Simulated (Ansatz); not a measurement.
System: Al3Sb2P.

```yaml
crystal:
  lattice:
    - [4.07830, 0.00000, 0.00000]
    - [0.00000, 4.07830, 0.00000]
    - [0.00000, 0.00000, 8.59863]
  atoms:
    - { symbol: Al, position: [0.50000, 0.00000, 0.01602] }
    - { symbol: Al, position: [0.00000, 0.50000, 0.01602] }
    - { symbol: Al, position: [0.00000, 0.00000, 0.21556] }
    - { symbol: Sb, position: [0.50000, 0.50000, 0.37330] }
    - { symbol: Sb, position: [0.00000, 0.00000, 0.52632] }
    - { symbol: P, position: [0.50000, 0.50000, 0.85277] }
```

Space group P4mm; a structure generated by program, which may or may not match a known phase.

Theory: DFT PBE, scalar-relativistic, plane waves, PAW (Ansatz).

> What will maps of the valence pseudo-density and electron localisation function show?

Al–Sb (2.67 Å): ρ is about 0.37 e/Å³ halfway; the ELF peaks at about 0.80 between the atoms.
Sb–Sb (3.17 Å): ρ at the midpoint is about 0.23 e/Å³; the ELF is about 0.50 at the midpoint.

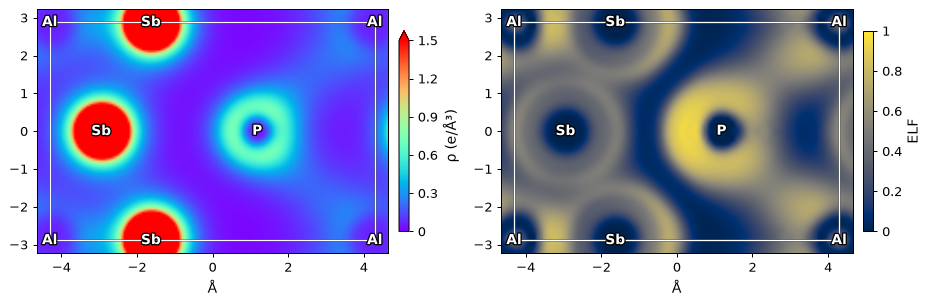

Computed valence pseudo-density and electron localisation function on the (11̄0) plane of the conventional cell, in this order. 
